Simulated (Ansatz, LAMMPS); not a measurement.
## Atom list for Glassy 88B2O3-12MgO (mol %) (116 atoms)

116 atoms (44 B, 3 Mg, 69 O) placed at random at 1.99 g/cm³, melted at 3000 K for 20 ps at fixed volume with the Buckingham and Coulomb pair potential of Guillot and Sator (Geochim. Cosmochim. Acta 71, 1249 (2007)) with the boron terms of Wang et al. (J. Non-Cryst. Solids 498, 294 (2018)). Quenched from 3000 K to 300 K at 50 K/ps and fixed volume, held 10 ps at zero pressure.

Geometry: the geometry as built. Computed with Ansatz 0.2.0: Kohn-Sham DFT, RPBE, PAW (set soft_2), plane waves; cutoff 420 eV, Γ point, fixed occupations; density 2.17 g/cm³.

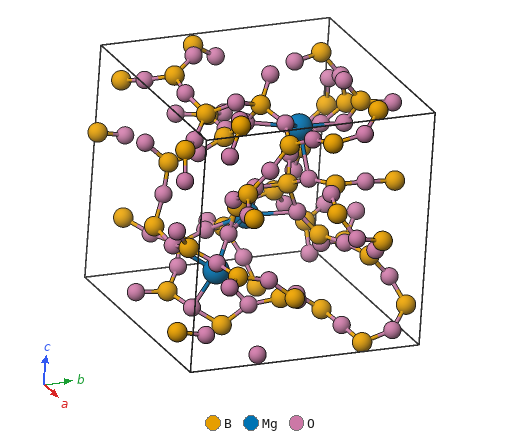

The structure (boron orange, magnesium blue, oxygen pink). Bonds to atoms that aren't drawn are left out. Some periodic images of atoms are drawn too.

Extended XYZ; positions in Å, forces in eV/Å:

```xyz
116
Lattice="10.817 0.000 0.000 0.000 10.817 0.000 0.000 0.000 10.817" Properties=species:S:1:pos:R:3:forces:R:3 pbc="T T T"
B 1.518 9.573 2.114 1.351 0.091 0.189
B 0.513 0.834 9.291 -1.774 2.979 0.080
B 8.295 9.409 3.303 0.671 -0.113 -0.909
B 5.851 4.138 5.194 0.982 0.872 -0.573
B 4.381 10.096 2.294 2.489 0.114 0.529
B 10.179 5.053 2.590 0.669 -1.670 -0.621
B 3.888 1.688 6.745 -0.637 -0.360 0.082
B 9.458 2.272 10.668 1.177 -0.017 0.122
B 7.363 1.215 4.243 -0.369 -2.352 3.299
B 5.202 2.668 9.433 0.229 -2.556 0.508
B 7.189 7.840 0.533 1.795 1.547 -1.653
B 5.063 1.486 1.251 -1.440 0.401 0.477
B 2.971 9.062 10.625 -0.130 -2.258 -1.274
B 10.479 8.904 4.934 -2.302 -0.706 1.938
B 7.772 5.562 1.563 1.744 0.585 -1.117
B 10.377 6.277 9.741 -1.221 -0.119 1.143
B 7.955 10.536 6.517 -2.098 0.524 0.857
B 9.339 10.793 1.272 -0.717 1.413 -1.070
B 6.218 9.502 9.644 -0.143 -0.376 -3.412
B 10.496 2.693 6.700 -0.526 -1.315 1.090
B 10.256 6.763 6.361 0.249 1.338 0.089
B 5.369 6.717 5.772 1.182 1.856 0.293
B 7.969 5.402 8.783 0.589 -1.293 -0.382
B 6.972 3.236 0.246 2.339 -0.273 -2.171
B 0.278 10.812 6.866 -0.408 2.262 0.391
B 2.957 2.886 2.428 -1.426 -0.192 -0.196
B 0.843 1.219 2.980 0.263 1.460 -1.210
B 3.681 4.371 7.530 -0.360 -1.372 1.662
B 2.106 7.694 3.997 0.917 0.488 0.128
B 5.458 5.115 9.665 -0.486 -1.224 1.240
B 3.605 6.447 0.284 -0.988 0.790 1.633
B 1.069 4.824 7.429 -0.363 -0.316 -2.089
B 0.694 4.049 10.620 -2.807 -1.489 -0.302
B 9.836 8.578 10.800 -2.416 -0.666 0.766
B 3.196 10.301 8.226 1.204 -1.838 -0.090
B 5.793 8.164 3.398 0.017 2.498 0.922
B 7.044 0.889 8.710 -1.457 -2.481 0.187
B 7.797 7.793 6.589 0.318 0.573 -0.709
B 2.581 2.334 10.182 -1.928 0.459 -0.739
B 2.062 5.437 2.549 -0.250 1.514 -2.041
B 7.943 3.581 6.706 2.038 1.861 0.543
B 9.489 2.614 3.597 2.905 1.021 -0.659
B 4.631 0.848 4.178 0.551 0.032 2.817
B 3.262 8.267 6.398 0.498 0.527 -0.376
Mg 6.625 2.966 2.666 0.139 0.229 -0.441
Mg 5.365 7.077 8.366 -0.200 1.949 -0.094
Mg 4.108 5.455 3.932 0.015 -0.212 -0.694
O 0.498 5.263 9.877 1.031 0.348 0.351
O 4.572 4.912 8.517 -1.160 -0.106 -2.009
O 3.289 7.669 10.493 0.249 1.610 -1.048
O 1.965 3.478 10.733 1.443 0.394 -0.646
O 7.307 4.288 1.212 -0.556 0.463 1.964
O 7.906 9.161 6.619 0.206 1.055 -0.282
O 4.768 5.816 10.720 0.384 -0.505 -0.959
O 6.280 2.104 0.911 -0.670 -1.685 1.231
O 4.757 0.133 1.239 0.784 -0.611 -0.219
O 10.737 7.546 5.300 0.685 -0.025 -0.584
O 0.289 5.934 7.089 -0.653 0.489 -0.337
O 5.159 5.272 5.679 -0.800 0.024 0.541
O 5.329 7.278 4.382 -0.159 -0.783 -1.424
O 9.052 5.946 9.427 -0.249 0.150 -0.459
O 9.199 3.043 6.291 -1.075 -0.472 -0.383
O 10.628 7.624 10.125 0.490 0.437 0.070
O 8.055 4.508 7.727 -0.115 -0.218 0.279
O 0.493 3.549 7.404 1.022 0.810 0.009
O 2.300 9.495 0.933 -0.717 0.857 1.353
O 10.131 1.508 9.600 1.100 -1.747 -1.799
O 6.680 5.749 9.225 0.274 1.517 0.236
O 3.928 10.776 3.426 -0.454 0.372 1.070
O 1.568 8.523 3.030 -0.632 0.414 -0.320
O 3.960 2.230 9.935 0.438 0.728 -0.335
O 2.702 8.271 5.117 -0.446 0.065 0.340
O 6.635 7.073 6.475 -0.782 -0.474 0.057
O 2.778 4.217 2.849 1.929 -1.056 0.963
O 0.095 9.842 5.884 0.244 0.420 0.192
O 4.275 7.259 6.644 -0.754 0.809 -0.187
O 2.268 6.340 3.766 0.919 -0.696 0.291
O 6.975 6.692 1.288 -0.134 -0.718 0.728
O 7.048 8.796 3.457 0.097 -0.782 0.447
O 8.150 2.225 3.728 -0.815 -0.230 -0.545
O 2.850 6.090 1.371 -0.201 -0.421 0.799
O 10.379 3.362 0.245 1.595 1.737 0.064
O 8.459 10.341 2.285 0.001 0.114 0.022
O 4.189 1.403 5.423 0.594 -1.039 -2.481
O 0.691 5.317 2.277 -2.453 0.054 0.023
O 9.337 1.354 0.978 -0.611 -2.675 2.094
O 0.576 10.696 8.246 -0.295 -1.111 -0.787
O 0.905 10.759 2.510 -0.173 -1.204 0.235
O 1.744 1.332 9.753 0.488 -0.600 0.084
O 8.537 8.189 0.304 -0.993 -0.669 -0.078
O 9.118 5.716 2.006 -1.468 1.003 -0.371
O 5.598 3.940 3.856 -0.523 0.910 1.553
O 4.142 2.355 1.924 0.642 0.882 0.155
O 6.858 10.723 9.693 0.667 1.055 0.609
O 6.212 8.625 10.704 0.885 -2.188 2.638
O 9.420 9.109 4.049 0.769 -0.239 0.499
O 4.836 8.768 2.545 -0.404 0.490 -0.532
O 3.285 9.915 9.579 -0.690 0.737 -0.171
O 3.888 3.063 7.015 -0.110 0.633 0.620
O 5.986 1.820 8.643 -0.166 1.381 0.084
O 8.941 7.056 6.711 1.022 -1.154 0.511
O 0.145 1.380 6.508 -0.429 -0.033 -0.519
O 7.878 0.565 7.642 0.100 0.309 -0.682
O 7.791 0.387 5.289 0.003 0.263 -1.268
O 1.867 2.071 2.561 -0.094 -0.396 0.645
O 5.669 9.048 8.451 0.620 -0.216 1.564
O 2.947 9.290 7.285 -0.073 -1.763 -1.057
O 8.139 2.851 10.320 -0.750 -0.428 -0.224
O 5.890 3.715 10.117 -0.922 0.232 -0.617
O 10.081 9.860 0.503 1.292 -0.501 -0.673
O 3.535 0.688 7.637 0.179 1.242 0.164
O 6.773 3.488 5.968 0.517 -0.846 -0.328
O 2.458 4.999 7.327 0.010 -0.001 0.511
O 9.754 3.962 3.387 -0.392 -0.545 0.531
O 10.549 1.725 3.643 -0.594 -0.689 0.078
O 6.005 1.121 3.816 0.941 0.640 -0.448
```

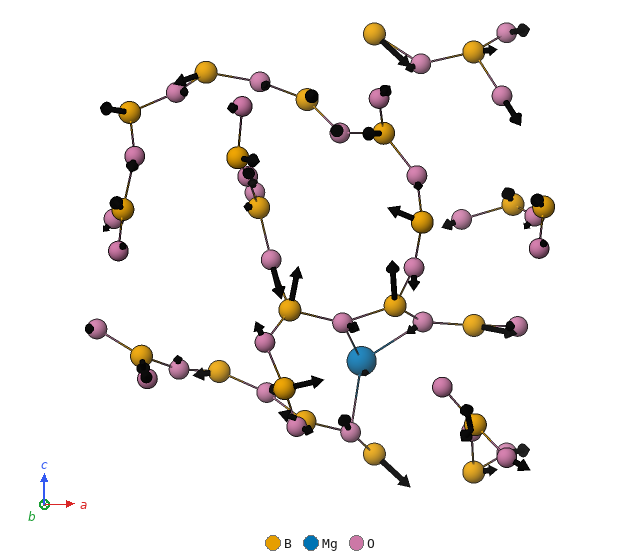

The forces as arrows, the longest 4.07 eV/Å. Drawn is a slice 4 Å thick, seen along the normal of the ac plane.

The quench rate of 50 K/ps is many orders above laboratory rates, so the cell is likely richer in defects and strain than a real sample. The force components of 1.1 eV/Å r.m.s. hold both thermal displacement and the mismatch between the potential that made the cell and DFT. The network of bonds at the start is that of the classical potential that made the cell, and needn't be the one that DFT or experiment would give. Only the Γ point is sampled, in a cell whose shortest periodic width is 11 Å.

The r.m.s. force component is 1.06 eV/Å; the longest force, 4.07 eV/Å, acts on B9.

[Logs are printed without paths, hosts, clocks, repeated set-up lines and the standing remarks that a program may print on its own settings, such as how far it seeks lower states.]

[Hosts, paths, dates, database ids (printed as entryN), source tags and the programs' standing remarks are cut or masked in the printed files.]
